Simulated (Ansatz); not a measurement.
**C2H3FGe (SMILES C#[C][GeH2][F]): levels of theory compared**

Aim: a comparison of 6 runs (B3LYP/cc-pVDZ, BLYP/cc-pVDZ, PBE/cc-pVDZ, PBE0/cc-pVDZ, revPBE/cc-pVDZ, wB97X/cc-pVDZ) of C2H3FGe. 

The results are computed with Ansatz 0.2.0.

63 further runs of the same task are left out: 63 set aside as unsound or not needed. Runs told in other sessions of the task aren't counted.

## Step 1: The system as given

C2H3FGe has 7 atoms, charge 0, and is taken as a singlet. SMILES: `C#[C][GeH2][F]`. The C1–H5 distance was set to 2.346 Å, away from the relaxed value. At this shape a bond of the SMILES string is far longer than usual.

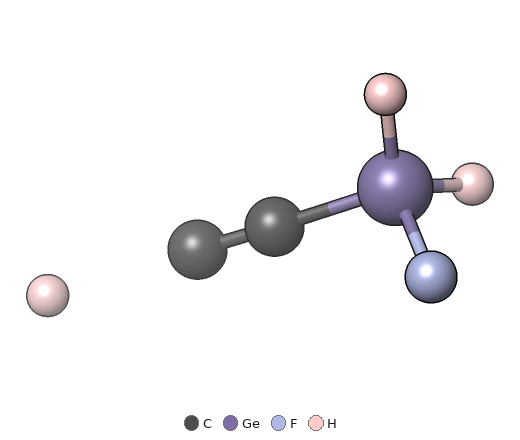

The structure, seen from a chosen angle (carbon dark grey, germanium purple, fluorine light blue, hydrogen pink).

## Step 2: The energy at B3LYP/cc-pVDZ (run 1)

Input file molecule.yaml:

```yaml
crystal:
  periodic: [false, false, false]
  atoms:
    - {symbol: C, position_ang: [0.599453, -0.352102, 0.277907]}
    - {symbol: C, position_ang: [-0.336947, 0.259998, -0.168693]}
    - {symbol: Ge, position_ang: [-1.785347, 1.262498, -0.856093]}
    - {symbol: F, position_ang: [-2.918747, 0.120998, -1.511893]}
    - {symbol: H, position_ang: [2.414700, -1.560800, 1.142300]}
    - {symbol: H, position_ang: [-2.515947, 2.008798, 0.261707]}
    - {symbol: H, position_ang: [-1.336747, 2.148498, -2.019793]}
basis:
  gaussian: {orbitals: cc-pVDZ}
hamiltonian: {xc: {name: B3LYP}}
accuracy: high
output: {orbitals: {seedname: orbitals}}
```

Run with:

```bash
$ ansatz run molecule.yaml --threads 1 --pin off --max-ram 2610MiB --events-out events.jsonl --progress --plain --runs-dir runs
```

What it wrote:

```text
Warning: RAYON_NUM_THREADS=1 ignored (pool sized by the plan → 1); use --threads N
Functional definition: B3LYP
  name "B3LYP"
  parameter a0 = 0.2
  parameter ax = 0.72
  parameter ac = 0.81
  exchange = (1 - a0 - ax)*slater_x + ax*b88_x + a0*exact_x
  correlation = (1 - ac)*vwn_rpa_c + ac*lyp_c
1812 factors; integrals over basis functions are off by at most 4.4e-9 eV
mean field evaluation 1: about -61340.6597 eV, gradient 5.6e1 eV
mean field evaluation 2: about -61306.9980 eV, gradient 1.0e2 eV
mean field evaluation 4: about -61350.4502 eV, gradient 1.8e1 eV
mean field evaluation 8: about -61351.5713 eV, gradient 1.5e0 eV
mean field evaluation 16: about -61351.5767 eV, gradient 2.1e-4 eV
mean field -61351.57672691 eV, -2254.6288591216 hartree, gradient 1.3e-8 eV, S^2 0.000000; 0 other end points of the search recorded, 0 dependent functions left out
reference -61351.57676873 eV, -2254.6288606586 hartree; 28, 28 occupied and 56, 56 virtual orbitals, 1812 factors
Total energy: -61351.57676873 eV, -2254.6288606586 hartree
```

Wall time 3.3 s (1 thread of AMD EPYC 9R45 (Zen 5), shared host); peak memory 0.29 GiB.

## Step 3: A single-point energy at BLYP/cc-pVDZ (run 2)

Input file job.yaml:

```yaml
crystal:
  periodic: [false, false, false]
  atoms:
    - symbol: C
      position_ang: [0.599453, -0.352102, 0.277907]
    - symbol: C
      position_ang: [-0.336947, 0.259998, -0.168693]
    - symbol: Ge
      position_ang: [-1.785347, 1.262498, -0.856093]
    - symbol: F
      position_ang: [-2.918747, 0.120998, -1.511893]
    - symbol: H
      position_ang: [2.414700, -1.560800, 1.142300]
    - symbol: H
      position_ang: [-2.515947, 2.008798, 0.261707]
    - symbol: H
      position_ang: [-1.336747, 2.148498, -2.019793]
basis:
  gaussian: {orbitals: cc-pVDZ}
output: {orbitals: {seedname: orbitals}}
accuracy: high
hamiltonian: {xc: {name: BLYP}}
```

Run with:

```bash
$ ansatz run job.yaml --threads 1 --pin off --max-ram 2610MiB --events-out events.jsonl --progress --plain --runs-dir runs
```

What it wrote:

```text
Warning: RAYON_NUM_THREADS=1 ignored (pool sized by the plan → 1); use --threads N
Functional definition: BLYP
  name "BLYP"
  parameter beta = 0.0042
  parameter a = 0.04918
  parameter b = 0.132
  parameter c = 0.2533
  parameter d = 0.349
  exchange = b88_x(beta = beta)
  correlation = lyp_c(a = a, b = b, c = c, d = d)
1812 factors; integrals over basis functions are off by at most 4.4e-9 eV
mean field evaluation 1: about -61337.0304 eV, gradient 6.3e1 eV
mean field evaluation 2: about -61270.5431 eV, gradient 1.4e2 eV
mean field evaluation 4: about -61348.7567 eV, gradient 3.0e1 eV
mean field evaluation 8: about -61351.0065 eV, gradient 1.1e0 eV
mean field evaluation 16: about -61351.0087 eV, gradient 3.4e-5 eV
mean field -61351.00869478 eV, -2254.6079843260 hartree, gradient 4.2e-8 eV, S^2 0.000000; 0 other end points of the search recorded, 0 dependent functions left out
reference -61351.00875160 eV, -2254.6079864142 hartree; 28, 28 occupied and 56, 56 virtual orbitals, 1812 factors
Total energy: -61351.00875160 eV, -2254.6079864142 hartree
```

Run time: 2.8 s. Hardware: 1 thread of AMD EPYC 9R45 (Zen 5), shared host; peak memory 0.21 GiB.

Runs 3 to 5 aren't shown in full; the table further down has their settings and results.

## Step 4: The energy at wB97X/cc-pVDZ (run 6)

Changes to molecule.yaml since step 2:

```diff
@@ -11,5 +11,8 @@
 basis:
-  gaussian: {orbitals: cc-pVDZ}
-hamiltonian: {xc: {name: B3LYP}}
+  gaussian:
+    orbitals: cc-pVDZ
+hamiltonian:
+  xc: {name: wB97X}
 accuracy: high
-output: {orbitals: {seedname: orbitals}}
+output:
+  orbitals: {seedname: orbitals}
```

Run with:

```bash
$ ansatz run molecule.yaml --threads 1 --pin off --max-ram 2610MiB --events-out events.jsonl --progress --plain --runs-dir runs
```

What it wrote:

```text
Warning: RAYON_NUM_THREADS=1 ignored (pool sized by the plan → 1); use --threads N
Functional definition: wB97X
  name "wB97X"
  parameter omega = 0.3/bohr
  parameter cx = 0.157706
  parameter cx1 = 0.726479
  parameter cx2 = 1.04760
  parameter cx3 = -5.70635
  parameter cx4 = 13.2794
  parameter css1 = -4.33879
  parameter css2 = 18.2308
  parameter css3 = -31.7430
  parameter css4 = 17.2901
  parameter cos1 = 2.37031
  parameter cos2 = -11.3995
  parameter cos3 = 6.58405
  parameter cos4 = -3.78132
  exchange = spin_sum(e_x_unif_sr(omega)*poly(b97_u_x, 1 - cx, cx1, cx2, cx3, cx4)) + cx*exact_x_sr(omega)
      + exact_x_lr(omega)
  correlation = spin_sum(e_c_pw_same_spin*poly(b97_u_same, 1, css1, css2, css3, css4))
      + integral(e_c_pw_opposite_spin*poly(b97_u_opposite, 1, cos1, cos2, cos3, cos4))
1812 factors; integrals over basis functions are off by at most 4.4e-9 eV
355 factors; integrals over basis functions are off by at most 2.0e-9 eV
mean field evaluation 1: about -61343.2706 eV, gradient 4.6e1 eV
mean field evaluation 2: about -61341.7835 eV, gradient 5.6e1 eV
mean field evaluation 4: about -61349.7812 eV, gradient 5.5e0 eV
mean field evaluation 8: about -61349.9403 eV, gradient 2.1e-1 eV
mean field evaluation 16: about -61349.9405 eV, gradient 5.5e-4 eV
mean field -61349.94053779 eV, -2254.5687302806 hartree, gradient 2.4e-8 eV, S^2 0.000000; 0 other end points of the search recorded, 0 dependent functions left out
reference -61349.94053465 eV, -2254.5687301651 hartree; 28, 28 occupied and 56, 56 virtual orbitals, 1812 factors
Total energy: -61349.94053465 eV, -2254.5687301651 hartree
```

Run time: 11 s. Hardware: 1 thread of AMD EPYC 9R45 (Zen 5), shared host; peak memory 0.48 GiB.

## Step 5: All runs side by side

```tsv
run	level	energy (Eh)	HOMO energy (eV)	LUMO energy (eV)	HOMO–LUMO gap (eV)	wall time
1	B3LYP/cc-pVDZ	-2254.628861	-8.02	-5.55	2.47	3.3 s
2	BLYP/cc-pVDZ	-2254.607986	-6.84	-5.96	0.88	2.8 s
3	PBE/cc-pVDZ	-2254.074562	-7.02	-6.03	0.99	2.7 s
4	PBE0/cc-pVDZ	-2254.120667	-8.28	-5.32	2.97	3.6 s
5	revPBE/cc-pVDZ	-2254.377799	-7.00	-6.03	0.97	2.6 s
6	wB97X/cc-pVDZ	-2254.568730	-10.68	-3.19	7.49	11 s
```

## Step 6: Results

| quantity | value |
| --- | --- |
| run 6: total energy | -2254.56873 Eh |
| run 6: HOMO energy | -10.68 eV |
| run 6: LUMO energy | -3.19 eV |
| run 6: HOMO–LUMO gap | 7.49 eV |

**Reading.** The HOMO–LUMO gap runs from 0.88 eV (BLYP/cc-pVDZ) to 7.49 eV (wB97X/cc-pVDZ). Totals of different functionals can't be ranked against each other. In all runs a closed-shell determinant meets a far-stretched bond; if it breaks into open shells, such a determinant describes it badly, and no broken-symmetry solution was shown. All runs together took 25 s, the longest 11 s.
